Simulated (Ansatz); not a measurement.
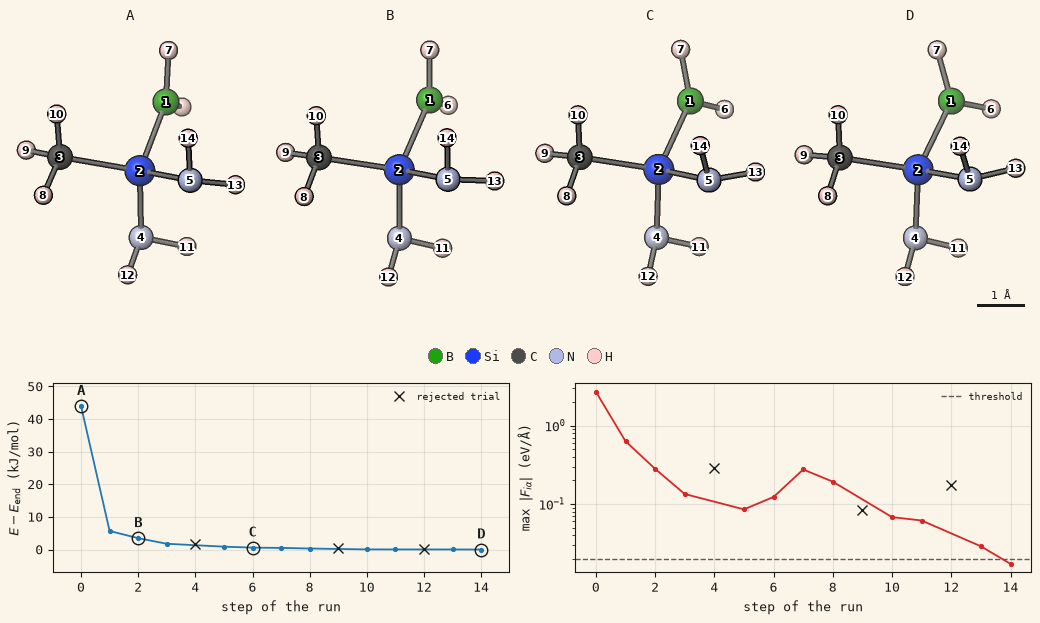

Frames of a relaxation of CH$_{9}$BN$_{2}$Si, marked on the history of the run. Style: ball-and-stick. Shown at a tilt.

The run prepares the start of a later molecular dynamics calculation, from a guessed geometry.

Computed with RKS B3LYP-D4/STO-3G (Ansatz 0.2.0).

Input file:
```yaml
crystal:
  periodic: [false, false, false]
  atoms:
    - { symbol: B, position_ang: [-0.7693, 1.6202, -0.3866] }
    - { symbol: Si, position_ang: [-0.098, -0.1056, -0.054] }
    - { symbol: C, position_ang: [0.8814, -0.0598, 1.5036] }
    - { symbol: "N", position_ang: [-1.3631, -1.2599, 0.1298] }
    - { symbol: "N", position_ang: [0.9521, -0.6121, -1.435] }
    - { symbol: H, position_ang: [-1.9866, 1.8392, -0.4593] }
    - { symbol: H, position_ang: [-0.0607, 2.5828, -0.5457] }
    - { symbol: H, position_ang: [1.3679, -1.0536, 1.7094] }
    - { symbol: H, position_ang: [0.2714, 0.2625, 2.4071] }
    - { symbol: H, position_ang: [1.7478, 0.6658, 1.428] }
    - { symbol: H, position_ang: [-1.9478, -1.3055, -0.7615] }
    - { symbol: H, position_ang: [-0.9837, -2.2017, 0.2923] }
    - { symbol: H, position_ang: [0.3137, -0.5405, -2.2958] }
    - { symbol: H, position_ang: [1.662, 0.1389, -1.5037] }
basis:
  gaussian: { orbitals: STO-3G }
hamiltonian:
  xc: b3lyp
  dispersion: d4
relax:
  f_tol: 0.02
  max_steps: 40
```

Run as
```bash
ansatz run input.yaml --threads 1 --pin off --max-ram 2048MiB --backend cpu --events-out ev --progress --plain --runs-dir out
```

### What happens along the run?

H6 moves most after the best rigid fit: 0.70 Å. Largest moves by element: H 0.70 Å, B 0.17 Å, N 0.16 Å, C 0.13 Å, Si 0.08 Å. Some distances before and after: B1–Si2 1.881 → 1.957 Å, B1–H6 1.239 → 1.173 Å, Si2–N4 1.722 → 1.765 Å, C3–H9 1.137 → 1.097 Å. Bond angles that change, for instance: B1–Si2–C3 108.5° → 116.3°, Si2–N5–H13 104.4° → 111.0°, Si2–N5–H14 104.2° → 110.0°. Groups turn about B1–Si2 by about 35°, Si2–N5 by about 20°. Over 11 accepted moves (14 points after the start) the energy falls by 44.0 kJ/mol. Largest force component: 2.7 eV/Å at the start, 0.017 eV/Å at the end. The line search rejected the trial steps at points 4, 9, 12 of the run. From step 0 to 2: H11 moves most (0.16 Å), energy −40.5 kJ/mol. From step 2 to 6: H6 moves most (0.39 Å), energy −2.90 kJ/mol. From step 6 to 14: H6 moves most (0.20 Å), energy −0.58 kJ/mol.

Limits of the set-up: STO-3G is a minimal basis, so the numbers are rough.
